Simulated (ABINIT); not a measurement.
# MgH2 (P4_2/mnm): one start, several treatments of the self-energy

How much does the gap of MgH2 (P4_2/mnm) depend on the approximation to the self-energy?

Program: ABINIT 10.8.3. Level of theory: PBE and many-body steps on it, plane waves. Results are calculated unless marked as measured.

**What was measured.**

- Gap 5.6 ± 0.1 eV: optical band gap from transmission onset (total and diffuse); optical transmission and ellipsometry; 300 K; film (polycrystalline Pd-capped film on quartz, hydrogenated at 100 bar and 100 C, measured in 1 bar H2) (“Optical properties of MgH2 measured in situ in a novel gas cell for ellipsometry/spectrophotometry”, 2003, arxiv:cond-mat/0305418).

**1. Set-up**

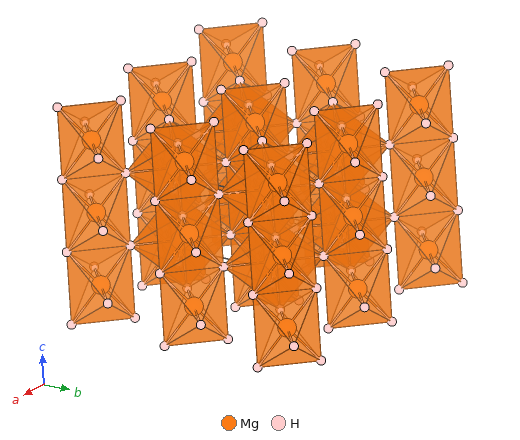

Start, viewed slightly off an axis; magnesium orange, hydrogen pink. 2×2×2 cells are drawn. Some periodic images of atoms are drawn too.

The cell and positions come from the Crystallography Open Database and are kept as given unless a step says otherwise.

**2. Empty states on the mesh, 4×4×4 mesh, 151 bands**

This step: ABINIT 10.8.3; DFT, PBE, plane waves, norm-conserving pseudopotentials.

The sums over transitions need many empty states on a uniform mesh; this step solves for them.

File run.abi:

```
acell 3*1.0 Angstrom
rprim 
  4.516800000000 0.000000000000 0.000000000000
  0.000000000000 4.516800000000 0.000000000000
  0.000000000000 0.000000000000 3.020500000000
ntypat 2
znucl 12 1
natom 6
typat 1 1 2 2 2 2
xred 
  0.000000000000 0.000000000000 0.000000000000
  0.500000000000 0.500000000000 0.500000000000
  0.306000000000 0.306000000000 0.000000000000
  0.194000000000 0.806000000000 0.500000000000
  0.694000000000 0.694000000000 0.000000000000
  0.806000000000 0.194000000000 0.500000000000
pp_dirpath "pseudos"
pseudos "Mg.upf, H.upf"
ecut 38
ngkpt 4 4 4
nshiftk 1
shiftk 0 0 0
kptopt 1
chksymbreak 0
irdden 1
istwfk *1
nband 151
prtvol 0
optdriver 6
gwr_task "HDIAGO"
paral_kgb 0
occopt 1
indata_prefix "in"
outdata_prefix "out"
tmpdata_prefix "tmp"
```

Run with:

```console
> OMP_NUM_THREADS=1 mpirun -n 8 abinit run.abi > log
```

The program printed:

```text
.Version 10.8.3 of ABINIT. v10.8.2 released Aug 2026.

 Symmetries : space group P4_2/m n m (#136); Bravais tP (primitive tetrag.)
[... echo of the input left out ...]
== DATASET  1 ==================================================================
-   mpi_nproc: 8, omp_nthreads: 1 (-1 if OMP is not activated)

--- !DatasetInfo
iteration_state: {dtset: 1, }
dimensions: {natom: 6, nkpt: 18, mband: 151, nsppol: 1, nspinor: 1, nspden: 1, mpw: 4696, }
cutoff_energies: {ecut:  38.0, pawecutdg:  -1.0, }
[...]
Indirect band gap semiconductor
 Fundamental gap:     3.895 (eV)
   VBM:     0.402 (eV) at k: [ 2.5000E-01,  0.0000E+00,  0.0000E+00]
   CBM:     4.297 (eV) at k: [ 5.0000E-01,  5.0000E-01,  5.0000E-01]
 Direct gap:         4.666 (eV) at k: [ 2.5000E-01,  2.5000E-01,  5.0000E-01]

== END DATASET(S) ==============================================================
================================================================================

 -outvars: echo values of variables after computation  --------
           etotal      0.0000000000E+00
            nband         151
             nkpt          18
          spgroup         136
 [... the other variables as echoed above ...]

 Calculation completed.
```

The job ended after 2.7 min (8 MPI ranks of Arm Neoverse V2, shared host; peak memory 9.7 GiB; 22 min of CPU time).

Numbers from this step:

```
gap                                                           : 3.895 eV
k of the valence top                                          : 0.25, 0, 0
k of the conduction bottom                                    : 0.5, 0.5, 0.5
least direct gap                                              : 4.666 eV
k points computed                                             : 18
lowest point of the top converged band, above the valence top : 87.9258 eV
```

On this mesh the gap is 3.895 eV.

The density comes from a self-consistent run that is not shown.

**3. Screening, 4×4×4 mesh, 143 bands, screening to 152.4 eV**

The RPA dielectric matrix is built and inverted for each q.

This step: RPA screening on PBE, plane waves, norm-conserving pseudopotentials.

Edit run.abi of step 2 so:

```diff
@@ -24,10 +24,11 @@
 chksymbreak 0
-irdden 1
 istwfk *1
-nband 151
-prtvol 0
-optdriver 6
-gwr_task "HDIAGO"
-paral_kgb 0
 occopt 1
+irdwfk 1
+optdriver 3
+nband 143
+ecuteps 5.6
+inclvkb 2
+awtr 1
+symchi 1
 indata_prefix "in"
```

The program printed:

```text
.Version 10.8.3 of ABINIT. v10.8.2 released Aug 2026.

 Symmetries : space group P4_2/m n m (#136); Bravais tP (primitive tetrag.)
[... echo of the input left out ...]
== DATASET  1 ==================================================================
-   mpi_nproc: 8, omp_nthreads: 1 (-1 if OMP is not activated)

--- !DatasetInfo
iteration_state: {dtset: 1, }
dimensions: {natom: 6, nkpt: 18, mband: 143, nsppol: 1, nspinor: 1, nspden: 1, mpw: 4696, }
cutoff_energies: {ecut:  38.0, pawecutdg:  -1.0, }
electrons: {nelect:   2.40000000E+01, charge:   0.00000000E+00, occopt:   1.00000000E+00, tsmear:   1.00000000E-02, }

 SCREENING: Calculation of the susceptibility and dielectric matrices

 Based on a program developped by R.W. Godby, V. Olevano, G. Onida, and L. Reining.
 Incorporated in ABINIT by V. Olevano, G.-M. Rignanese, and M. Torrent.
.Using double precision arithmetic ; gwpc =  8

[... cell and pseudopotentials left out ...]
--------------------------------------------------------------------------------

 ==== K-mesh for the wavefunctions ====
 Number of points in the irreducible wedge :    18
[... list of points left out ...]
 Together with 16 symmetry operations and time-reversal symmetry
 yields    64 points in the full Brillouin Zone.

 ==== Q-mesh for the screening function ====
 Number of points in the irreducible wedge :    18
[... list of points left out ...]
 Together with 16 symmetry operations and time-reversal symmetry
 yields    64 points in the full Brillouin Zone.

 setmesh: FFT mesh size selected  =    36x   36x   24
          total number of points  =        31104

 vcoul_init : cutoff-mode = AUXILIARY_FUNCTION
 q-points for optical limit:   1
     1)      0.000010    0.000020    0.000030

- screening: taking advantage of time-reversal symmetry
- Maximum band index for partially occupied states nbvw = 12
- Remaining bands to be divided among processors   nbcw = 131
- Number of bands treated by each node ~16

 Number of electrons calculated from density =   24.0000; Expected =   24.0000
 average of density, n =  0.057713
 r_s =    1.6053
 omega_plasma =   23.1736 [eV]

 calculating chi0 at frequencies [eV] :
  1    0.000000E+00    0.000000E+00
  2    0.000000E+00    2.317355E+01

--------------------------------------------------------------------------------
  q-point number  1        q = ( 0.000000, 0.000000, 0.000000) [r.l.u.]
--------------------------------------------------------------------------------
[... chi0 elements left out ...]
 For q-point:  0.000010 0.000020 0.000030
  dielectric constant =   3.6604
  dielectric constant without local fields =   4.0586

  Average fulfillment of the sum rule on Im[epsilon] for q-point    1 :     62.18  [%]
[... wings left out ...]
  q-point number  2        q = ( 0.250000, 0.000000, 0.000000) [r.l.u.]
--------------------------------------------------------------------------------
[... chi0 elements left out ...]
  Average fulfillment of the sum rule on Im[epsilon] for q-point    2 :     68.90  [%]

 [... 16 further q-points ...]
```

It took 69 s on 8 MPI ranks; peak memory 2.9 GiB; 9.2 min of CPU time.

This step gave:

```
ε∞ with local fields, on this mesh, along the program's q direction : 3.660
the same without local fields                                       : 4.059
plasma frequency                                                    : 23.17 eV
plane waves in the screening matrix                                 : 267
```

Local fields lower ε∞ by 10 %. On a Γ-centred mesh this coarse the value itself is usually too large, while a short band sum pulls it down.

**4. G0W0, Godby-Needs plasmon pole**

The self-energy is evaluated for the states that the input lists, and the levels follow from it, in one-shot runs by the linearised quasiparticle equation.

This step: G0W0 on PBE, plane waves, norm-conserving pseudopotentials.

Edit run.abi of step 3 so:

```diff
@@ -27,8 +27,21 @@
 irdwfk 1
-optdriver 3
+optdriver 4
 nband 143
+gwcalctyp 0
+ecutsigx 38
+symsigma 1
+nkptgw 4
+kptgw 
+  0.2500000000 0.0000000000 0.0000000000
+  0.5000000000 0.5000000000 0.5000000000
+  0.2500000000 0.2500000000 0.5000000000
+  0.0000000000 0.0000000000 0.0000000000
+bdgw 
+  11 14
+  11 14
+  11 14
+  10 14
 ecuteps 5.6
-inclvkb 2
-awtr 1
-symchi 1
+irdscr 1
+ppmodel 1
 indata_prefix "in"
```

The program printed:

```text
.Version 10.8.3 of ABINIT. v10.8.2 released Aug 2026.

 Symmetries : space group P4_2/m n m (#136); Bravais tP (primitive tetrag.)
[... echo of the input left out ...]
== DATASET  1 ==================================================================
-   mpi_nproc: 8, omp_nthreads: 1 (-1 if OMP is not activated)

--- !DatasetInfo
iteration_state: {dtset: 1, }
dimensions: {natom: 6, nkpt: 18, mband: 143, nsppol: 1, nspinor: 1, nspden: 1, mpw: 4696, }
cutoff_energies: {ecut:  38.0, pawecutdg:  -1.0, }
electrons: {nelect:   2.40000000E+01, charge:   0.00000000E+00, occopt:   1.00000000E+00, tsmear:   1.00000000E-02, }

 SIGMA: Calculation of the GW corrections

 Based on a program developped by R.W. Godby, V. Olevano, G. Onida, and L. Reining.
 Incorporated in ABINIT by V. Olevano, G.-M. Rignanese, and M. Torrent.
.Using double precision arithmetic ; gwpc =  8

[... cell and pseudopotentials left out ...]
--------------------------------------------------------------------------------

 ==== K-mesh for the wavefunctions ====
 Number of points in the irreducible wedge :    18
[... list of points left out ...]
 Together with 16 symmetry operations and time-reversal symmetry
 yields    64 points in the full Brillouin Zone.

 ==== Q-mesh for screening function ====
 Number of points in the irreducible wedge :    18
[... list of points left out ...]
 Together with 16 symmetry operations and time-reversal symmetry
 yields    64 points in the full Brillouin Zone.

 vcoul_init : cutoff-mode = AUXILIARY_FUNCTION
 q-points for optical limit:   1
     1)      0.000010    0.000020    0.000030
 setmesh: FFT mesh size selected  =    48x   48x   32
          total number of points  =        73728

 Number of electrons calculated from density =   24.0000; Expected =   24.0000
 average of density, n =  0.057713
 r_s =    1.6053
 omega_plasma =   23.1736 [eV]

 === KS Band Gaps ===
  >>>> For spin  1
   Minimum direct gap =   4.6658 [eV], located at k-point      :   0.2500  0.2500  0.5000
   Fundamental gap    =   3.8953 [eV], Top of valence bands at :   0.2500  0.0000  0.0000
                                       Bottom of conduction at :   0.5000  0.5000  0.5000
 SIGMA fundamental parameters:
 PLASMON POLE MODEL  1
 number of plane-waves for SigmaX                 4651
 number of plane-waves for SigmaC and W            267
 number of plane-waves for wavefunctions          4651
 number of bands                                   143
 number of independent spin polarizations            1
 number of spinorial components                      1
 number of k-points in IBZ                          18
 number of q-points in IBZ                          18
 number of symmetry operations                      16
 number of k-points in BZ                           64
 number of q-points in BZ                           64
 number of frequencies for dSigma/dE                 9
 frequency step for dSigma/dE [eV]                0.25
 number of omega for Sigma on real axis              0
 max omega for Sigma on real axis  [eV]           0.00
 zcut for avoiding poles [eV]                     0.10

 EPSILON^-1 parameters (SCR file):
 dimension of the eps^-1 matrix on file            267
 dimension of the eps^-1 matrix used               267
 number of plane-waves for wavefunctions          4651
 number of bands                                   143
 number of q-points in IBZ                          18
 number of frequencies                               2
 number of real frequencies                          1
 number of imag frequencies                          1

 matrix elements of self-energy operator (all in [eV])

 Perturbative Calculation

--- !SelfEnergy_ee
iteration_state: {dtset: 1, }
kpoint     : [   0.250,    0.000,    0.000, ]
spin       : 1
KS_gap     :    4.798
QP_gap     :    6.745
Delta_QP_KS:    1.947
data: !SigmaeeData |
     Band     E0 <VxcDFT>   SigX SigC(E0)      Z dSigC/dE  Sig(E)    E-E0       E
       11  -0.710 -11.185 -15.060   2.044   0.775  -0.291 -12.604  -1.418  -2.128
       12   0.402 -11.630 -15.054   1.728   0.781  -0.280 -12.955  -1.325  -0.923
       13   5.200  -8.565  -4.388  -3.420   0.822  -0.216  -7.943   0.622   5.822
       14   6.926  -8.266  -3.848  -3.674   0.816  -0.226  -7.659   0.607   7.533

--- !SelfEnergy_ee
iteration_state: {dtset: 1, }
kpoint     : [   0.500,    0.500,    0.500, ]
spin       : 1
KS_gap     :    4.769
QP_gap     :    6.891
Delta_QP_KS:    2.122
data: !SigmaeeData |
     Band     E0 <VxcDFT>   SigX SigC(E0)      Z dSigC/dE  Sig(E)    E-E0       E
       11  -0.472 -11.049 -14.865   1.978   0.777  -0.288 -12.477  -1.428  -1.900
       12  -0.472 -11.049 -14.865   1.978   0.777  -0.288 -12.477  -1.428  -1.900
[...]
--- !SelfEnergy_ee
iteration_state: {dtset: 1, }
kpoint     : [   0.250,    0.250,    0.500, ]
spin       : 1
KS_gap     :    4.666
QP_gap     :    6.730
Delta_QP_KS:    2.064
data: !SigmaeeData |
     Band     E0 <VxcDFT>   SigX SigC(E0)      Z dSigC/dE  Sig(E)    E-E0       E
[...]
--- !SelfEnergy_ee
iteration_state: {dtset: 1, }
kpoint     : [   0.000,    0.000,    0.000, ]
spin       : 1
KS_gap     :    5.246
QP_gap     :    6.933
Delta_QP_KS:    1.687
data: !SigmaeeData |
     Band     E0 <VxcDFT>   SigX SigC(E0)      Z dSigC/dE  Sig(E)    E-E0       E
[...]
12  -0.039 -11.484 -14.821   1.705   0.780  -0.283 -12.756  -1.272  -1.311
       13   5.207  -6.816  -2.910  -3.406   0.829  -0.206  -6.402   0.414   5.622
       14   5.547  -9.978  -5.729  -3.392   0.814  -0.229  -9.281   0.697   6.244

== END DATASET(S) ==============================================================
================================================================================

 -outvars: echo values of variables after computation  --------
           etotal      0.0000000000E+00
            nband         143
             nkpt          18
          spgroup         136
 [... the other variables as echoed above ...]

 Calculation completed.
```

It took 25 s on 8 MPI ranks; peak memory 2.7 GiB; 3.3 min of CPU time.

Numbers from this step:

```
G0W0 gap on the mesh                         : 5.914 eV
starting gap on the mesh                     : 3.895 eV
k of the valence top                         : 0.25, 0, 0
k of the conduction bottom                   : 0.5, 0.5, 0.5
Z at the valence top                         : 0.781
Z at the conduction bottom                   : 0.821
least direct G0W0 gap on the computed points : 6.731 eV
```

The gap on the mesh goes from 3.90 eV to 5.91 eV, a correction of +2.02 eV.

**5. G0W0, Hybertsen-Louie plasmon pole**

Edit run.abi of step 4 so:

```diff
@@ -45,3 +45,3 @@
 irdscr 1
-ppmodel 1
+ppmodel 2
 indata_prefix "in"
```

The program printed:

```text
.Version 10.8.3 of ABINIT. v10.8.2 released Aug 2026.

 Symmetries : space group P4_2/m n m (#136); Bravais tP (primitive tetrag.)
[... echo of the input left out ...]
== DATASET  1 ==================================================================
-   mpi_nproc: 8, omp_nthreads: 1 (-1 if OMP is not activated)

--- !DatasetInfo
iteration_state: {dtset: 1, }
dimensions: {natom: 6, nkpt: 18, mband: 143, nsppol: 1, nspinor: 1, nspden: 1, mpw: 4696, }
cutoff_energies: {ecut:  38.0, pawecutdg:  -1.0, }
electrons: {nelect:   2.40000000E+01, charge:   0.00000000E+00, occopt:   1.00000000E+00, tsmear:   1.00000000E-02, }

 SIGMA: Calculation of the GW corrections

 Based on a program developped by R.W. Godby, V. Olevano, G. Onida, and L. Reining.
 Incorporated in ABINIT by V. Olevano, G.-M. Rignanese, and M. Torrent.
.Using double precision arithmetic ; gwpc =  8

[... cell and pseudopotentials left out ...]
--------------------------------------------------------------------------------

 ==== K-mesh for the wavefunctions ====
 Number of points in the irreducible wedge :    18
[... list of points left out ...]
 Together with 16 symmetry operations and time-reversal symmetry
 yields    64 points in the full Brillouin Zone.

 ==== Q-mesh for screening function ====
 Number of points in the irreducible wedge :    18
[... list of points left out ...]
 Together with 16 symmetry operations and time-reversal symmetry
 yields    64 points in the full Brillouin Zone.

 vcoul_init : cutoff-mode = AUXILIARY_FUNCTION
 q-points for optical limit:   1
     1)      0.000010    0.000020    0.000030
 setmesh: FFT mesh size selected  =    48x   48x   32
          total number of points  =        73728

 Number of electrons calculated from density =   24.0000; Expected =   24.0000
[...]
matrix elements of self-energy operator (all in [eV])

 Perturbative Calculation

--- !SelfEnergy_ee
iteration_state: {dtset: 1, }
kpoint     : [   0.250,    0.000,    0.000, ]
spin       : 1
KS_gap     :    4.798
QP_gap     :    6.878
Delta_QP_KS:    2.080
data: !SigmaeeData |
     Band     E0 <VxcDFT>   SigX SigC(E0)      Z dSigC/dE  Sig(E)    E-E0       E
       11  -0.710 -11.185 -15.060   1.616   0.853  -0.173 -13.112  -1.927  -2.636
       12   0.402 -11.630 -15.054   1.295   0.855  -0.170 -13.450  -1.820  -1.418
       13   5.200  -8.565  -4.388  -3.880   0.877  -0.140  -8.305   0.260   5.460
[...]
--- !SelfEnergy_ee
iteration_state: {dtset: 1, }
kpoint     : [   0.500,    0.500,    0.500, ]
spin       : 1
KS_gap     :    4.769
QP_gap     :    7.071
Delta_QP_KS:    2.302
data: !SigmaeeData |
     Band     E0 <VxcDFT>   SigX SigC(E0)      Z dSigC/dE  Sig(E)    E-E0       E
[...]
--- !SelfEnergy_ee
iteration_state: {dtset: 1, }
kpoint     : [   0.250,    0.250,    0.500, ]
spin       : 1
KS_gap     :    4.666
QP_gap     :    6.894
Delta_QP_KS:    2.229
data: !SigmaeeData |
     Band     E0 <VxcDFT>   SigX SigC(E0)      Z dSigC/dE  Sig(E)    E-E0       E
[...]
--- !SelfEnergy_ee
iteration_state: {dtset: 1, }
kpoint     : [   0.000,    0.000,    0.000, ]
spin       : 1
KS_gap     :    5.246
QP_gap     :    7.080
Delta_QP_KS:    1.834
data: !SigmaeeData |
     Band     E0 <VxcDFT>   SigX SigC(E0)      Z dSigC/dE  Sig(E)    E-E0       E
[...]
13   5.207  -6.816  -2.910  -3.898   0.879  -0.137  -6.809   0.007   5.215
       14   5.547  -9.978  -5.729  -3.813   0.874  -0.145  -9.598   0.380   5.927

== END DATASET(S) ==============================================================
================================================================================

 -outvars: echo values of variables after computation  --------
           etotal      0.0000000000E+00
            nband         143
             nkpt          18
          spgroup         136
 [... the other variables as echoed above ...]

 Calculation completed.
```

Elapsed: 25 s, on 8 MPI ranks; peak memory 2.6 GiB.

This step gave:

```
G0W0 gap on the mesh                         : 6.068 eV
starting gap on the mesh                     : 3.895 eV
k of the valence top                         : 0.25, 0, 0
k of the conduction bottom                   : 0.5, 0.5, 0.5
Z at the valence top                         : 0.855
Z at the conduction bottom                   : 0.877
least direct G0W0 gap on the computed points : 6.878 eV
```

Against G0W0 in ABINIT (4×4×4 mesh, 143 bands, screening to 152.4 eV, Godby-Needs plasmon pole), the gap moves by +0.154 eV.

**6. G0W0, von der Linden-Horsch plasmon pole**

Edit run.abi of step 5 so:

```diff
@@ -45,3 +45,3 @@
 irdscr 1
-ppmodel 2
+ppmodel 3
 indata_prefix "in"
```

The program printed:

```text
.Version 10.8.3 of ABINIT. v10.8.2 released Aug 2026.

 Symmetries : space group P4_2/m n m (#136); Bravais tP (primitive tetrag.)
[... echo of the input left out ...]
== DATASET  1 ==================================================================
-   mpi_nproc: 8, omp_nthreads: 1 (-1 if OMP is not activated)

--- !DatasetInfo
iteration_state: {dtset: 1, }
dimensions: {natom: 6, nkpt: 18, mband: 143, nsppol: 1, nspinor: 1, nspden: 1, mpw: 4696, }
cutoff_energies: {ecut:  38.0, pawecutdg:  -1.0, }
[...]
Band     E0 <VxcDFT>   SigX SigC(E0)      Z dSigC/dE  Sig(E)    E-E0       E
[...]
13   5.207  -6.816  -2.910  -3.848   0.885  -0.130  -6.765   0.051   5.259
       14   5.547  -9.978  -5.729  -3.797   0.870  -0.149  -9.585   0.393   5.940

== END DATASET(S) ==============================================================
================================================================================

 -outvars: echo values of variables after computation  --------
           etotal      0.0000000000E+00
            nband         143
             nkpt          18
          spgroup         136
 [... the other variables as echoed above ...]

 Calculation completed.
```

It took 11 s on 8 MPI ranks; peak memory 2.4 GiB; 86 s of CPU time.

Numbers from this step:

```
G0W0 gap on the mesh                         : 6.055 eV
starting gap on the mesh                     : 3.895 eV
k of the valence top                         : 0.25, 0, 0
k of the conduction bottom                   : 0.5, 0.5, 0.5
least direct G0W0 gap on the computed points : 6.883 eV
```

Against G0W0 in ABINIT (4×4×4 mesh, 143 bands, screening to 152.4 eV, Godby-Needs plasmon pole), the gap moves by +0.141 eV.

[end of part 1 of 3]

[Paths, hosts, dates, memory and timing lines, banners, echoed tables and standing remarks are left out of the program output.]

[Logs are printed without paths, hosts, clocks, repeated set-up lines and the standing remarks that a program may print on its own settings, such as how far it seeks lower states.]

[Runs of the session that timed out or met a known fault of the program may be left out.]

[Hosts, paths, dates, database ids (printed as entryN), source tags and the programs' standing remarks are cut or masked in the printed files.]

[G0W0 gaps are taken among the corrected bands and points alone; a level outside them can change the order at an edge.]

[Where Ansatz stands beside ABINIT at settings called matched, ABINIT's density can come from a denser mesh and the files from another edition; pairs whose starting gaps differed by over 0.03 eV were left out, so agreement reads better than it is.]
